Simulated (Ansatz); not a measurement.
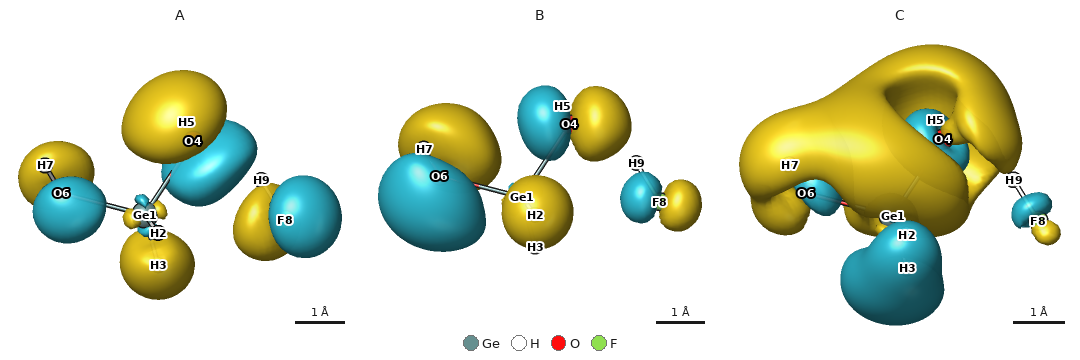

*GeH$_{4}$O$_{2}$···HF. Three frontier orbitals at ±0.08 Å⁻³ᐟ² (yellow and cyan are the two phases), in no order.*

Method: RKS PBE/def2-SVP (Ansatz 0.2.0).

```xyz
9

Ge    0.0484   -0.3525    0.1858
H     0.2766   -0.6411    1.6822
H     1.2614   -0.1363   -0.7362
O    -1.0522    1.1241    0.2076
H    -1.3378    1.3562   -0.6972
O    -0.8568   -1.6677   -0.6342
H    -1.5959   -1.9859   -0.0828
F     1.0027    2.1965    1.1856
H     0.1090    2.0635    0.8471
```

Question: Order the three orbitals by energy and name them.

Answer: A is the HOMO−1 (−7.56 eV). Its weight (Hirshfeld) is mainly on O4 (about 55 %), F8 (about 20 %), O6 (about 10 %) and Ge1 (about 5 %); largely a combination of lone pairs on O4, F8 and O6. B is the HOMO (−7.17 eV). Its weight (Hirshfeld) is mainly on O6 (about 65 %), O4 (about 15 %) and Ge1 (about 10 %); largely a lone pair of O6. C is the LUMO (−0.56 eV). It lies mainly on Ge1 (about 35 %), O4 (about 20 %), H5 (about 15 %) and O6 (about 10 %).

Question: What is the HOMO–LUMO gap?

Answer: 6.61 eV between the orbital energies.
